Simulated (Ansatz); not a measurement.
**WCl4O (SMILES O=[W](Cl)(Cl)(Cl)Cl) at SVWN5/def2-SVP (core potential)**

Aim: the energy change on altering one bond length of WCl4O at SVWN5/def2-SVP (core potential), from 2 runs. 

Program for the calculation: Ansatz 0.2.0.

## Step 1: The system as given

The species is WCl4O (6 atoms), meant as a singlet with charge 0. As SMILES, `O=[W](Cl)(Cl)(Cl)Cl`. Geometry: relaxed at PBE0-D4/def2-TZVP.

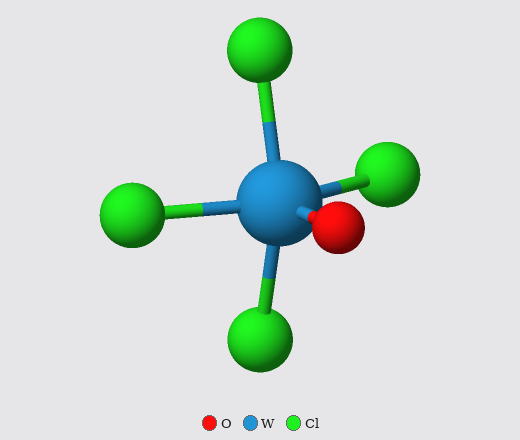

The structure, seen from a chosen angle (oxygen red, tungsten blue, chlorine green).

## Step 2: A single-point energy at SVWN5/def2-SVP (core potential)

Contents of job.yaml:

```yaml
crystal:
  periodic: [false, false, false]
  atoms:
    - symbol: O
      position_ang: [-0.010050, -1.747150, 0.186510]
    - symbol: W
      position_ang: [-0.000510, -0.089070, 0.009510]
    - symbol: Cl
      position_ang: [1.915280, 0.567920, 1.072290]
    - symbol: Cl
      position_ang: [-1.910010, 0.350500, -1.170330]
    - symbol: Cl
      position_ang: [1.129180, 0.249450, -1.950250]
    - symbol: Cl
      position_ang: [-1.123900, 0.668360, 1.852270]
basis:
  gaussian:
    orbitals: def2-SVP
total_charge: 0
hamiltonian:
  xc: {name: SVWN5}
accuracy: high
output:
  orbitals: {seedname: orbitals}
```

Started as:

```sh
$ ansatz run job.yaml --threads 1 --pin off --max-ram 3480MiB --events-out events.jsonl --progress --plain --runs-dir runs
```

The log of the run:

```text
Warning: RAYON_NUM_THREADS=1 ignored (pool sized by the plan → 1); use --threads N
Functional definition: SVWN5
  name "SVWN5"
  exchange = slater_x
  correlation = vwn5_c
2465 factors; integrals over basis functions are off by at most 9.1e-9 eV
mean field evaluation 1: about -53765.5973 eV, gradient 7.1e1 eV
mean field evaluation 2: about -53530.8233 eV, gradient 2.7e2 eV
mean field evaluation 4: about -53773.1985 eV, gradient 2.7e1 eV
mean field evaluation 8: about -53775.0663 eV, gradient 4.3e-1 eV
mean field evaluation 16: about -53775.0548 eV, gradient 5.6e-4 eV
mean field -53775.05483829 eV, -1976.1968152657 hartree, gradient 7.3e-8 eV, S^2 0.000000; 0 other end points of the search recorded, 0 dependent functions left out
reference -53775.05484369 eV, -1976.1968154642 hartree; 45, 45 occupied and 73, 73 virtual orbitals, 2465 factors
Total energy: -53775.05484369 eV, -1976.1968154642 hartree
```

It took 9.3 s on 1 thread of Arm Neoverse V2, shared host; peak memory 0.36 GiB.

## Step 3: The distorted shape

Contents of molecule.yaml:

```yaml
crystal:
  periodic: [false, false, false]
  atoms:
    - {symbol: O, position_ang: [-0.011481, -1.995905, 0.213065]}
    - {symbol: W, position_ang: [-0.000510, -0.089070, 0.009510]}
    - {symbol: Cl, position_ang: [1.915280, 0.567920, 1.072290]}
    - {symbol: Cl, position_ang: [-1.910010, 0.350500, -1.170330]}
    - {symbol: Cl, position_ang: [1.129180, 0.249450, -1.950250]}
    - {symbol: Cl, position_ang: [-1.123900, 0.668360, 1.852270]}
basis:
  gaussian:
    orbitals: def2-SVP
hamiltonian:
  xc: {name: SVWN5}
accuracy: high
output:
  orbitals: {seedname: orbitals}
```

Started as:

```sh
$ ansatz run molecule.yaml --threads 1 --pin off --max-ram 3480MiB --events-out events.jsonl --progress --plain --runs-dir runs
```

The log of the run:

```text
Warning: RAYON_NUM_THREADS=1 ignored (pool sized by the plan → 1); use --threads N
[... 4 set-up lines as earlier in the session ...]
2473 factors; integrals over basis functions are off by at most 7.1e-9 eV
mean field evaluation 1: about -53760.9837 eV, gradient 7.8e1 eV
mean field evaluation 2: about -53441.8170 eV, gradient 2.9e2 eV
mean field evaluation 4: about -53773.3369 eV, gradient 1.9e1 eV
mean field evaluation 8: about -53774.0038 eV, gradient 5.7e-1 eV
mean field evaluation 16: about -53773.9931 eV, gradient 1.1e-3 eV
mean field -53773.99313568 eV, -1976.1577984145 hartree, gradient 2.1e-8 eV, S^2 0.000000; 0 other end points of the search recorded, 0 dependent functions left out
reference -53773.99314117 eV, -1976.1577986164 hartree; 45, 45 occupied and 73, 73 virtual orbitals, 2473 factors
Total energy: -53773.99314117 eV, -1976.1577986164 hartree
```

It took 9 s on 1 thread of Arm Neoverse V2, shared host; peak memory 0.36 GiB.

## Step 4: Outcome

Level: SVWN5/def2-SVP (core potential).

| quantity | value |
| --- | --- |
| first shape: total energy | -1976.19682 Eh |
| first shape: HOMO energy | -7.69 eV |
| first shape: LUMO energy | -5.63 eV |
| first shape: HOMO–LUMO gap | 2.06 eV |
| distorted shape: total energy | -1976.15780 Eh |
| distorted shape: HOMO energy | -7.86 eV |
| distorted shape: LUMO energy | -5.76 eV |
| distorted shape: HOMO–LUMO gap | 2.10 eV |
| energy change with the O1–W2 bond stretched from 1.668 to 1.918 Å | 1.062 eV |

What this shows: With the O1–W2 bond stretched from 1.668 to 1.918 Å the energy rises by 1.06 eV (102 kJ/mol). The first shape isn't relaxed at this level, so the change isn't measured from a minimum.
